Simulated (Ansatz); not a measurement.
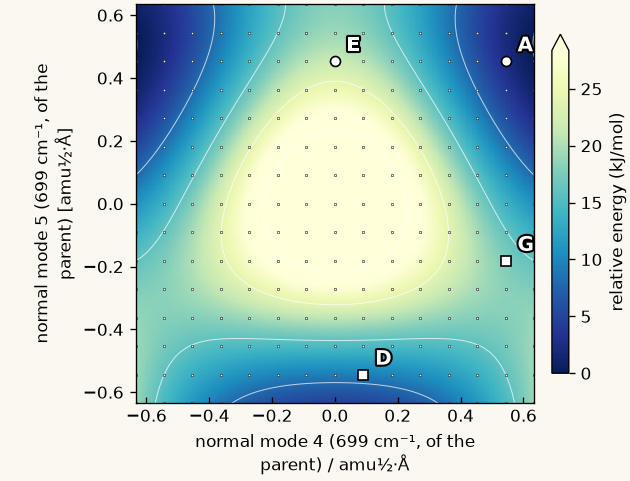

FH₃Sn, charge +1, spin multiplicity 2. First axis: normal mode 4 (699 cm⁻¹, of the parent). Second axis: normal mode 5 (699 cm⁻¹, of the parent). Nothing is relaxed (straight displacements along the two mass-weighted modes). The grid has 15 × 15 points; 120 points were computed and 105 follow by symmetry. Points are written as (first, second). Energies are in kJ/mol, from the lowest grid point. Near the degeneracy a single determinant is a rough description. Level of theory: UKS PBE0-D4/def2-TZVP (Ansatz 0.2.0).

Drawn: a smooth colour map with a few white contour lines, dots at the grid points, one colour for all values above the top of the scale, lettered points. Between grid points the surface is interpolated.

### Is A the lowest point of the computed grid?

No. A lies 2.7 kJ/mol above the lowest grid point, which is at (−0.635 amu½·Å, 0.544 amu½·Å).

### What kind of point is each of A, D, E, G: minimum, saddle, maximum or slope?

A: on a slope; D: on a slope; E: on a slope; G: on a slope. (In these two coordinates alone; a stationary point may lie a little off the grid point.)
